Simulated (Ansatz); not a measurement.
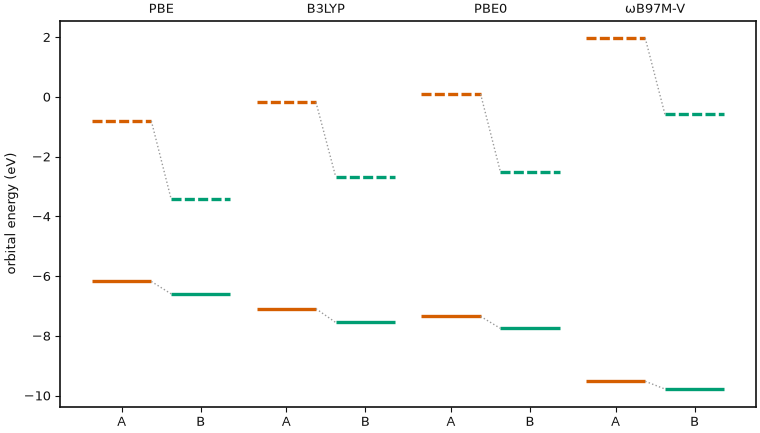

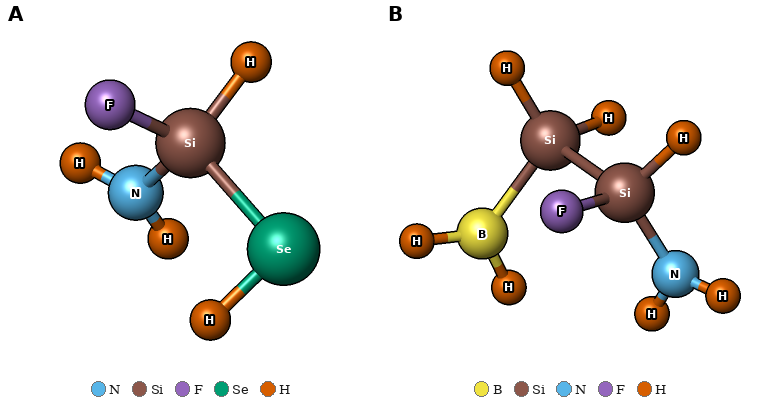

One change: A, SiNH₄SeF (SMILES N[Si@@H](F)[SeH]), becomes B, BSi₂NH₇F (SMILES B[SiH2][Si@H](N)F). SeH on Si is replaced by BSiH₄ (bound through Si). HOMO (solid) and LUMO (dashed) computed in def2-TZVPP at PBE0-D4/def2-TZVP geometries, both minima by their frequencies, gas phase, the Ansatz code 0.2.0. Empty levels above zero depend strongly on the basis.

What does the change do to HOMO and LUMO?

Answer. PBE: the HOMO falls by 0.42 eV, the LUMO falls by 2.61 eV, and the separation goes from 5.37 to 3.18 eV. B3LYP: the HOMO falls by 0.46 eV, the LUMO falls by 2.50 eV, and the separation goes from 6.91 to 4.87 eV. PBE0: the HOMO falls by 0.40 eV, the LUMO falls by 2.60 eV, and the separation goes from 7.44 to 5.25 eV. ωB97M-V: the HOMO falls by 0.26 eV, the LUMO falls by 2.56 eV, and the separation goes from 11.49 to 9.19 eV.

Do the functionals agree on the effect?

Answer. They agree on the direction for both levels; the HOMO shift lies between −0.46 and −0.26 eV and the LUMO shift between −2.61 and −2.50 eV, while the separations themselves differ by up to 6.1 eV between functionals.

Known limits of this run: one conformer of each flexible molecule.
